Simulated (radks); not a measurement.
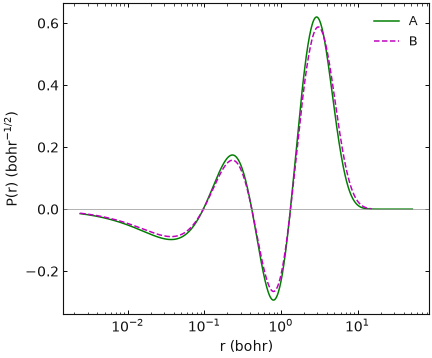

A free Sc atom was computed in two configurations: [Ar] 3d1 4s1 4p1 (high spin); [Ar] 3d1 4s1 6s1 (high spin). Level of theory: non-relativistic Kohn-Sham, PBEsol, spin-polarised, spherical densities, point nucleus. Computed with the in-house radial solver radks.

The plot shows P(r) = r R(r) of the 4s up orbital in both runs.

### Which curve belongs to which run?

A is [Ar] 3d1 4s1 6s1 (high spin) (⟨r⟩ = 3.34 bohr, eigenvalue −8.37 eV); B is [Ar] 3d1 4s1 4p1 (high spin) (⟨r⟩ = 3.59 bohr, eigenvalue −5.29 eV). The orbital is smaller where the other electrons screen the nucleus less.
